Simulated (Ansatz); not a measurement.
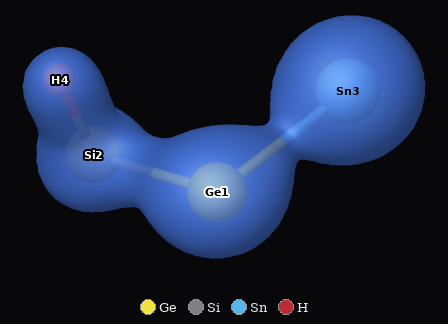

*GeHSiSn (SMILES [SiH]=[Ge]=[Sn]) (doublet). Isosurface of the electron density at 0.4 e/Å³ (blue), seen at a tilt.*

Geometry: B3LYP-D3(BJ)/def2-SVP; core potentials replace the inner electrons of Sn.

Method: isolated molecule in a Gaussian basis; Kohn-Sham density functional theory, functional PBE0 (Ansatz 0.2.0).

```yaml
atoms:
  - { symbol: Ge, position_ang: [0.7370, -0.3033, 0.2778] }
  - { symbol: Si, position_ang: [-1.1579, -0.5721, -1.0369] }
  - { symbol: Sn, position_ang: [0.5544, 2.1621, 0.8887] }
  - { symbol: H, position_ang: [-1.9403, -1.0695, 0.1879] }
```

> How is the density connected at this value?

At this value the surface is in one piece. It bridges the sampled Si–Ge (2.32 Å), Sn–Ge (2.55 Å) and Si–H (1.54 Å) contacts, where the density stays above the isovalue. On the grid the lowest density along these lines, outside the cores, is 0.56 e/Å³ (Si–Ge, 2.32 Å), 0.46 e/Å³ (Sn–Ge, 2.55 Å) and 0.73 e/Å³ (Si–H, 1.54 Å).
